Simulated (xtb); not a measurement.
Geometry relaxation, with input and output: CH2ClNSSi (part 2 of 3)

CH2ClNSSi, SMILES S[Si]1(Cl)C=N1; GFN2-xTB (xtb 6.7.1).  The settings are looser than a standard set-up, so the numbers are not reference values.

Geometry of the input (Å):
```
S  -1.5799  -0.3421  1.3561
Si 0.2234  -0.3848  0.3681
Cl 1.5706  -1.7591  1.1905
C  0.8308  0.9033  -0.7745
N  0.2573  -0.0211  -1.4768
H  -2.3168  -0.1627  0.3119
H  1.1844  1.7743  -1.1682
```

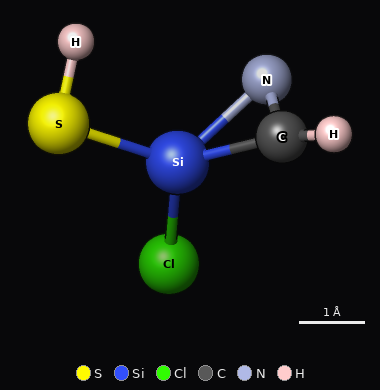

Fig. 1: The structure as given in the input (ball-and-stick view, seen at a tilt).

**Output, continued**
```
........................................................................
.............................. CYCLE    2 ..............................
........................................................................

 iter      E             dE          RMSdq      gap      omega  full diag
   1    -15.6736616 -0.156737E+02  0.104E+00    2.21       0.0  T
   2    -15.6741385 -0.476907E-03  0.522E-01    2.21       1.0  T
   3    -15.6741960 -0.574624E-04  0.217E-01    2.20       1.0  T
   4    -15.6741652  0.308188E-04  0.987E-02    2.22       1.0  T
   5    -15.6742139 -0.487723E-04  0.735E-02    2.20       1.0  T
   6    -15.6742220 -0.807005E-05  0.599E-02    2.21       1.0  T
   7    -15.6742298 -0.781260E-05  0.347E-02    2.21       1.1  T
   8    -15.6742319 -0.210091E-05  0.252E-02    2.21       1.5  T
   9    -15.6742341 -0.215190E-05  0.795E-03    2.21       4.8  T
  10    -15.6742342 -0.100980E-06  0.279E-03    2.21      13.5  T
  11    -15.6742342 -0.111374E-07  0.161E-03    2.21      23.5  T
  12    -15.6742342 -0.409579E-08  0.890E-04    2.21      42.5  T
  13    -15.6742342 -0.167039E-08  0.430E-04    2.21      88.0  T
     SCC iter.                  ...        0 min,  0.019 sec
     gradient                   ...        0 min,  0.006 sec
 * total energy  :   -15.5643340 Eh     change       -0.9128057E-02 Eh
   gradient norm :     0.0278137 Eh/α   predicted    -0.8716542E-02 (  -4.51%)
   displ. norm   :     0.1047519 α      lambda       -0.1668907E-02
   maximum displ.:     0.0495111 α      in ANC's #2, #11, #4, ...

........................................................................
.............................. CYCLE    3 ..............................
........................................................................

 iter      E             dE          RMSdq      gap      omega  full diag
   1    -15.6759652 -0.156760E+02  0.235E-01    2.18       0.0  T
   2    -15.6759677 -0.251891E-05  0.150E-01    2.20       1.0  T
   3    -15.6759239  0.437522E-04  0.114E-01    2.18       1.0  T
   4    -15.6760091 -0.851580E-04  0.306E-02    2.19       1.2  T
   5    -15.6760089  0.244765E-06  0.238E-02    2.19       1.6  T
   6    -15.6760100 -0.109342E-05  0.173E-02    2.19       2.2  T
   7    -15.6760106 -0.697130E-06  0.922E-03    2.19       4.1  T
   8    -15.6760109 -0.265124E-06  0.476E-03    2.19       7.9  T
   9    -15.6760109 -0.343297E-07  0.318E-03    2.19      11.9  T
  10    -15.6760110 -0.197985E-07  0.147E-03    2.19      25.7  T
  11    -15.6760110 -0.928020E-09  0.779E-04    2.19      48.5  T
  12    -15.6760110 -0.719357E-09  0.262E-04    2.19     144.2  T
     SCC iter.                  ...        0 min,  0.009 sec
     gradient                   ...        0 min,  0.007 sec
 * total energy  :   -15.5653725 Eh     change       -0.1038480E-02 Eh
   gradient norm :     0.0134153 Eh/α   predicted    -0.8436098E-03 ( -18.76%)
   displ. norm   :     0.0902794 α      lambda       -0.5420332E-03
   maximum displ.:     0.0532580 α      in ANC's #4, #2, #6, ...

........................................................................
.............................. CYCLE    4 ..............................
........................................................................

 iter      E             dE          RMSdq      gap      omega  full diag
   1    -15.6758154 -0.156758E+02  0.203E-01    2.17       0.0  T
   2    -15.6758307 -0.152234E-04  0.124E-01    2.17       1.0  T
   3    -15.6758241  0.655679E-05  0.682E-02    2.16       1.0  T
   4    -15.6758194  0.470210E-05  0.457E-02    2.17       1.0  T
   5    -15.6758358 -0.163498E-04  0.183E-02    2.17       2.1  T
   6    -15.6758359 -0.189178E-06  0.144E-02    2.17       2.6  T
   7    -15.6758360 -0.476755E-07  0.123E-02    2.17       3.1  T
   8    -15.6758363 -0.303183E-06  0.480E-03    2.17       7.9  T
   9    -15.6758363 -0.461798E-07  0.289E-03    2.17      13.1  T
  10    -15.6758364 -0.145973E-07  0.105E-03    2.17      36.0  T
  11    -15.6758364 -0.162419E-08  0.454E-04    2.17      83.2  T
  12    -15.6758364 -0.249246E-09  0.129E-04    2.17     292.6  T
     SCC iter.                  ...        0 min,  0.010 sec
     gradient                   ...        0 min,  0.005 sec
 * total energy  :   -15.5656235 Eh     change       -0.2509828E-03 Eh
   gradient norm :     0.0052842 Eh/α   predicted    -0.2732240E-03 (   8.86%)
   displ. norm   :     0.0246955 α      lambda       -0.3260352E-04
   maximum displ.:     0.0172477 α      in ANC's #5, #6, #3, ...

........................................................................
.............................. CYCLE    5 ..............................
........................................................................

 iter      E             dE          RMSdq      gap      omega  full diag
   1    -15.6759654 -0.156760E+02  0.791E-02    2.16       0.0  T
   2    -15.6759657 -0.246270E-06  0.597E-02    2.17       1.0  T
   3    -15.6759607  0.498961E-05  0.358E-02    2.16       1.1  T
   4    -15.6759659 -0.517868E-05  0.126E-02    2.17       3.0  T
   5    -15.6759663 -0.406124E-06  0.578E-03    2.16       6.5  T
   6    -15.6759663 -0.470985E-07  0.352E-03    2.16      10.7  T
   7    -15.6759663 -0.227739E-07  0.164E-03    2.16      23.0  T
   8    -15.6759663 -0.225421E-08  0.601E-04    2.16      62.9  T
   9    -15.6759663 -0.536080E-09  0.215E-04    2.16     175.6  T
     SCC iter.                  ...        0 min,  0.007 sec
     gradient                   ...        0 min,  0.005 sec
 * total energy  :   -15.5656421 Eh     change       -0.1863973E-04 Eh
   gradient norm :     0.0024816 Eh/α   predicted    -0.1631111E-04 ( -12.49%)
   displ. norm   :     0.0114529 α      lambda       -0.9715808E-05
   maximum displ.:     0.0078750 α      in ANC's #2, #3, #6, ...

   *** GEOMETRY OPTIMIZATION CONVERGED AFTER 5 ITERATIONS ***

------------------------------------------------------------------------
 total energy gain   :        -0.0104362 Eh       -6.5488 kcal/mol
 total RMSD          :         0.1124098 a0        0.0595 Å
 total power (kW/mol):        -5.4800268 (step) -281.1888 (real)
------------------------------------------------------------------------

 ANCopt (total)                0 d,  0 h,  0 min,  0.097 sec
 optimizer setup                ...        0 min,  0.000 sec (  0.126%)
 model hessian                  ...        0 min,  0.000 sec (  0.461%)
 ANC generation                 ...        0 min,  0.000 sec (  0.182%)
 coordinate transformation      ...        0 min,  0.000 sec (  0.078%)
 single point calculation       ...        0 min,  0.095 sec ( 97.422%)
 optimization log               ...        0 min,  0.001 sec (  0.588%)
 hessian update                 ...        0 min,  0.000 sec (  0.055%)
 rational function              ...        0 min,  0.001 sec (  0.630%)

================
 final structure:
================
$coord
       -3.00859928502685       -0.55108953098869        2.59758541883419      s
        0.51978148616285       -0.83784051754513        0.65895160020896      si
        2.95625995100007       -3.28776290847825        2.16924517218950      cl
        1.49170630007543        1.71703765093442       -1.44702728317195      c
        0.49123384713420       -0.14619554367570       -2.66646792630295      n
       -4.39911278545799       -0.31964391120782        0.52615303646160      h
        2.26943590672228        3.44055587817418       -2.20283590683136      h
$end

 Bond Distances (Angstroems)
 ---------------------------
S1-Si2=2.1358        S1-H6=1.3259         Si2-S1=2.1358        Si2-Cl3=1.9955       Si2-C4=1.8260        Si2-N5=1.7975
Cl3-Si2=1.9955       C4-Si2=1.8260        C4-N5=1.2918         C4-H7=1.0776         N5-Si2=1.7975        N5-C4=1.2918
H6-S1=1.3259         H7-C4=1.0776
 C  H  Rav=1.0776 sigma=0.0000  Rmin=1.0776  Rmax=1.0776     1
 N  C  Rav=1.2918 sigma=0.0000  Rmin=1.2918  Rmax=1.2918     1
 Si C  Rav=1.8260 sigma=0.0000  Rmin=1.8260  Rmax=1.8260     1
 Si N  Rav=1.7975 sigma=0.0000  Rmin=1.7975  Rmax=1.7975     1
 S  H  Rav=1.3259 sigma=0.0000  Rmin=1.3259  Rmax=1.3259     1
 S  Si Rav=2.1358 sigma=0.0000  Rmin=2.1358  Rmax=2.1358     1
 Cl Si Rav=1.9955 sigma=0.0000  Rmin=1.9955  Rmax=1.9955     1

 selected bond angles (degree)
 --------------------
H6-S1-Si2= 95.43               Cl3-Si2-S1=114.75              C4-Si2-S1=119.13               C4-Si2-Cl3=122.92
N5-Si2-S1=116.64               N5-Si2-Cl3=121.99              N5-Si2-C4= 41.76               N5-C4-Si2= 67.93
H7-C4-Si2=163.90               H7-C4-N5=128.11                C4-N5-Si2= 70.30

 selected dihedral angles (degree)
 ---------------------------------
Cl3-Si2-S1-H6=218.24          C4-Si2-S1-H6= 57.85           N5-Si2-S1-H6= 10.37           N5-C4-Si2-S1=261.56
N5-C4-Si2-Cl3=102.86          H7-C4-Si2-S1= 86.30           H7-C4-Si2-Cl3=287.59          H7-C4-Si2-N5=184.73
C4-N5-Si2-S1=104.82           C4-N5-Si2-Cl3=254.78          Si2-N5-C4-H7=178.33
           -------------------------------------------------
          |                Final Singlepoint                |
           -------------------------------------------------

          ...................................................
          :                      SETUP                      :
          :.................................................:
          :  # basis functions                  40          :
          :  # atomic orbitals                  37          :
          :  # shells                           15          :
          :  # electrons                        28          :
          :  max. iterations                   250          :
          :  Hamiltonian                  GFN2-xTB          :
          :  restarted?                      false          :
          :  GBSA solvation                  false          :
          :  PC potential                    false          :
          :  electronic temp.          300.0000000     K    :
          :  accuracy                    1.0000000          :
          :  -> integral cutoff          0.2500000E+02      :
          :  -> integral neglect         0.1000000E-07      :
          :  -> SCF convergence          0.1000000E-05 Eh   :
          :  -> wf. convergence          0.1000000E-03 e    :
          :  Broyden damping             0.4000000          :
          :  net charge                          0          :
          :  unpaired electrons                  0          :
          ...................................................

 iter      E             dE          RMSdq      gap      omega  full diag
   1    -15.6759663 -0.156760E+02  0.149E-04    2.16       0.0  T
   2    -15.6759663 -0.106883E-10  0.119E-04    2.16     318.3  T
   3    -15.6759663  0.844658E-11  0.112E-04    2.16     336.2  T

   *** convergence criteria satisfied after 3 iterations ***

         #    Occupation            Energy/Eh            Energy/eV
      -------------------------------------------------------------
         1        2.0000           -1.0818463             -29.4385
       ...           ...                  ...                  ...
         8        2.0000           -0.4930557             -13.4167
         9        2.0000           -0.4706986             -12.8084
        10        2.0000           -0.4644321             -12.6378
        11        2.0000           -0.4633580             -12.6086
        12        2.0000           -0.4464332             -12.1481
        13        2.0000           -0.4092537             -11.1364
        14        2.0000           -0.3661247              -9.9628 (HOMO)
        15                         -0.2866031              -7.7989 (LUMO)
        16                         -0.2334356              -6.3521
        17                         -0.2210409              -6.0148
        18                         -0.1810102              -4.9255
        19                         -0.1341637              -3.6508
       ...                                ...                  ...
        37                          0.8052093              21.9109
      -------------------------------------------------------------
                  HL-Gap            0.0795217 Eh            2.1639 eV
             Fermi-level           -0.3263639 Eh           -8.8808 eV

 SCC (total)                   0 d,  0 h,  0 min,  0.011 sec
 SCC setup                      ...        0 min,  0.000 sec (  0.942%)
 Dispersion                     ...        0 min,  0.000 sec (  1.087%)
 classical contributions        ...        0 min,  0.000 sec (  0.127%)
 integral evaluation            ...        0 min,  0.003 sec ( 24.392%)
 iterations                     ...        0 min,  0.003 sec ( 27.006%)
 molecular gradient             ...        0 min,  0.005 sec ( 44.115%)
 printout                       ...        0 min,  0.000 sec (  2.001%)

         :::::::::::::::::::::::::::::::::::::::::::::::::::::
         ::                     SUMMARY                     ::
         :::::::::::::::::::::::::::::::::::::::::::::::::::::
         :: total energy             -15.565642145939 Eh    ::
         :: gradient norm              0.002481751954 Eh/a0 ::
         :: HOMO-LUMO gap              2.163894768672 eV    ::
         ::.................................................::
         :: SCC energy               -15.675961110439 Eh    ::
         :: -> isotropic ES            0.031127433845 Eh    ::
         :: -> anisotropic ES         -0.000391147822 Eh    ::
         :: -> anisotropic XC          0.009224291617 Eh    ::
         :: -> dispersion             -0.005964307290 Eh    ::
         :: repulsion energy           0.110318964500 Eh    ::
         :: add. restraining           0.000000000000 Eh    ::
         :: total charge              -0.000000000000 e     ::
         :::::::::::::::::::::::::::::::::::::::::::::::::::::
```
